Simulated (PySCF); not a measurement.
C₄H₉ClSi

The calculation's input:

```
{"job": {"kind": "nmr", "xc": "BP86", "basis": "pcSseg-1", "pop": false}, "charge": 0, "multiplicity": 1}
Cl    -1.471559     1.953843    -1.101278
C     -0.770032     1.004283     0.256016
C     -1.219382    -0.463563     0.122503
C     -0.025639    -1.422708     0.166663
Si     1.410856    -0.436477    -0.594899
C      0.750900     1.148139     0.228357
H     -1.191831     1.466093     1.151948
H     -1.943116    -0.703609     0.903891
H     -1.727149    -0.585962    -0.834841
H     -0.274408    -2.353438    -0.337342
H      0.209021    -1.677141     1.201444
H      1.367545    -0.389588    -2.056277
H      2.733450    -0.825027    -0.106960
H      1.037122     2.078626    -0.255286
H      1.114223     1.206529     1.256063
```

Run with:

```sh
OMP_NUM_THREADS=1 python ens_run.py task.json out
```

Geometry: GFN2-xTB.

Theory: BP86/pcSseg-1, SCF density, gas phase, non-relativistic in PySCF.

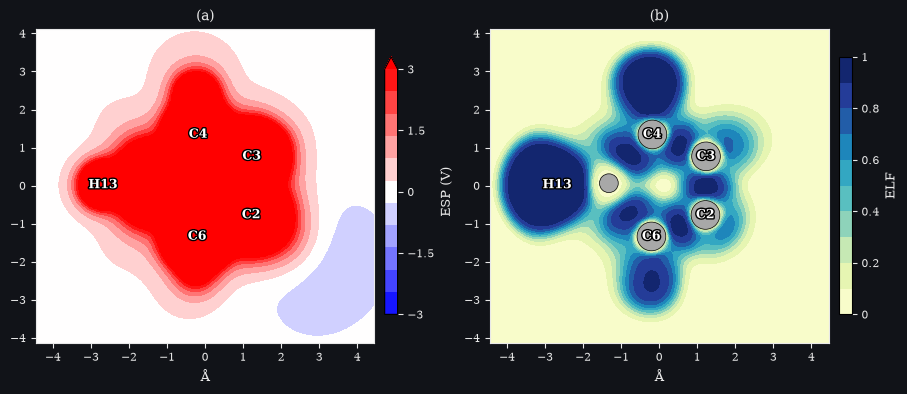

Figure 1. (a) molecular electrostatic potential; (b) electron localisation function on the plane of atoms C3, C2 and C6. Grey discs cover the atomic cores in the ELF map.

**Interpret the plot.**

- The section cuts through C and H sites.
- C–C (1.53 Å): the ELF peaks at about 0.95 between the atoms (localised, covalent bonding).
- Outside the dense part of the molecule the potential is most negative (−0.5 V) near Cl1, which lies off the plane.

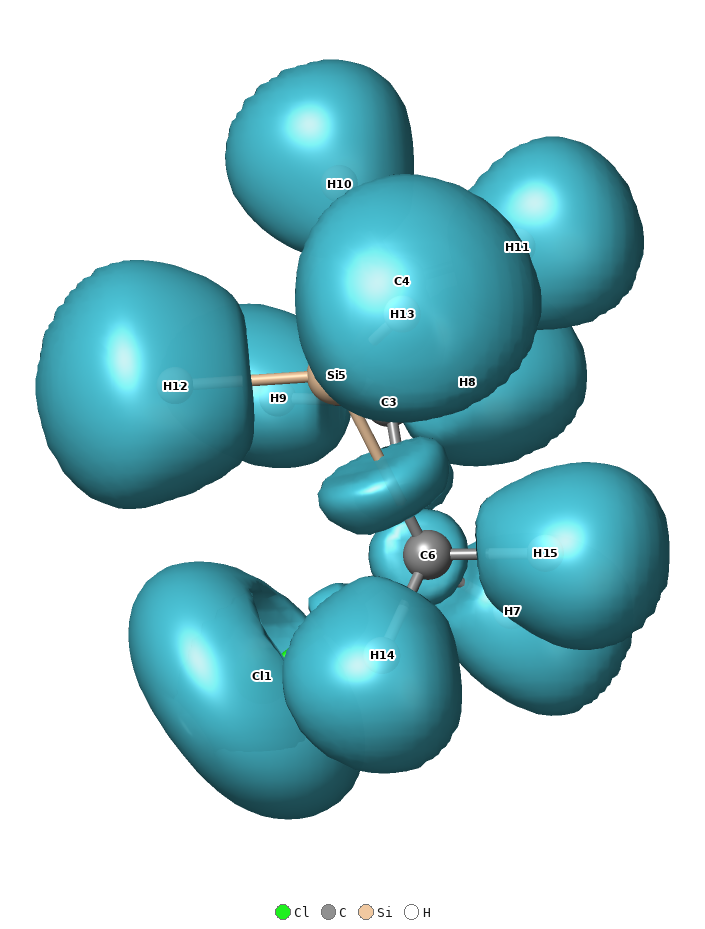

Figure 2. Isosurface of the ELF at 0.8 (cyan), seen at an oblique angle. Only the valence region is drawn (cores and ρ < 0.01 e/Å³ removed).

**Identify the bonds, lone pairs and shells in this picture.**

At this value the surface marks out three regions between bonded C–C atoms (shared pairs), one region between bonded C–Cl atoms (shared pairs), two regions between bonded C–Si atoms (shared pairs), nine regions around hydrogen nuclei and one ring or bowl of non-bonding electrons around Cl.


 C–Cl (1.80 Å): the ELF peaks at about 0.85 between the atoms: localised, covalent bonding.

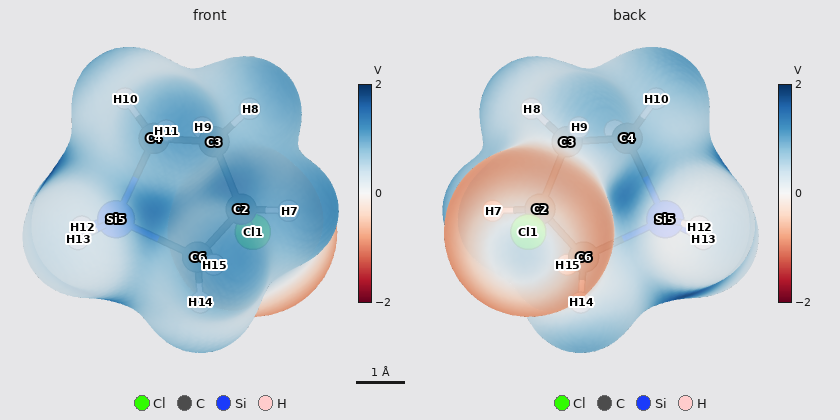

Figure 3. The electrostatic potential painted on the density surface at 0.004 e/bohr³, seen from the front and from behind; red is negative and blue positive.

**Where is the surface potential most negative and most positive?**

The most negative region (about −0.8 V) lies over Cl1, the most positive (about +1.7 V) over Si5. Cl1 shows a σ-hole: about +0.3 V at the tip opposite its bond, against about −0.7 V on its flanks.

**What dipole moment does the calculation give?**

Its dipole moment is 2.16 D.
